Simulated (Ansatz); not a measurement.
# CH₇BSSi: small, medium and large basis sets

How large a basis does CH₇BSSi need? Two functionals are run in growing sets.

The runs use Ansatz 0.2.0, Gaussian basis; one geometry, several basis sets.

The runs, in order: PBE0-D4/def2-SVP; ωB97M-V/def2-SVP; PBE0-D4/def2-QZVPP; ωB97M-V/def2-QZVPP; the functionals' def2-TZVPP values are taken from earlier runs.

### Step 1. Structure used throughout

All runs share one geometry, relaxed beforehand with PBE0-D4 in a triple-zeta def2 set.

SMILES `B[SiH2]CS`, 11 atoms, charge 0, spin multiplicity 1.

Atoms are counted from 1 here; the program's logs count them from 0.

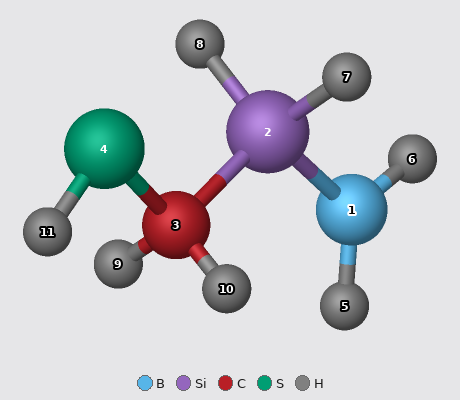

The structure; boron blue, silicon purple, carbon red, sulfur teal, hydrogen grey; atoms are numbered from 1 in the order of the file.

### Step 2. PBE0-D4 in def2-SVP

Input file in.yaml:

```yaml
crystal:
  periodic: [false, false, false]
  atoms:
    - {symbol: B, position_ang: [-1.082590, 1.940675, -0.038731]}
    - {symbol: Si, position_ang: [-0.111573, 0.372019, 0.754948]}
    - {symbol: C, position_ang: [0.436503, -0.897632, -0.529795]}
    - {symbol: S, position_ang: [1.303460, -2.267092, 0.265578]}
    - {symbol: H, position_ang: [-1.292221, 2.060477, -1.210621]}
    - {symbol: H, position_ang: [-1.479092, 2.810699, 0.680268]}
    - {symbol: H, position_ang: [1.086682, 0.868559, 1.493109]}
    - {symbol: H, position_ang: [-1.001271, -0.293832, 1.751076]}
    - {symbol: H, position_ang: [-0.449447, -1.259933, -1.057394]}
    - {symbol: H, position_ang: [1.088043, -0.399664, -1.252294]}
    - {symbol: H, position_ang: [1.566805, -2.991376, -0.835545]}
basis:
  gaussian: {orbitals: def2-SVP}
hamiltonian: {xc: pbe0, dispersion: d4}
output: {orbitals: {seedname: orbitals}}
```

On the command line:

```bash
ansatz run in.yaml --threads 2 --pin off --events-out ev --progress --plain --max-ram 4352MiB
```

Further steps of the session: ωB97M-V in def2-SVP; PBE0-D4 in def2-QZVPP; ωB97M-V in def2-QZVPP.

Before running them: what should the planned runs give, taken together? Wanted: PBE0-D4: double and triple zeta above quadruple; ωB97M-V: double and triple zeta above quadruple.

**Answer**, as computed:

| quantity | value |
| --- | --- |
| PBE0-D4: double and triple zeta above quadruple | 9.28, 0.71 eV |
| ωB97M-V: double and triple zeta above quadruple | 9.41, 0.68 eV |

**Reading.** PBE0-D4 gains 8.56 eV from double to triple zeta, then 0.71 eV more. These are total energies; as a rule much of such shifts cancels in differences, which this series doesn't test.
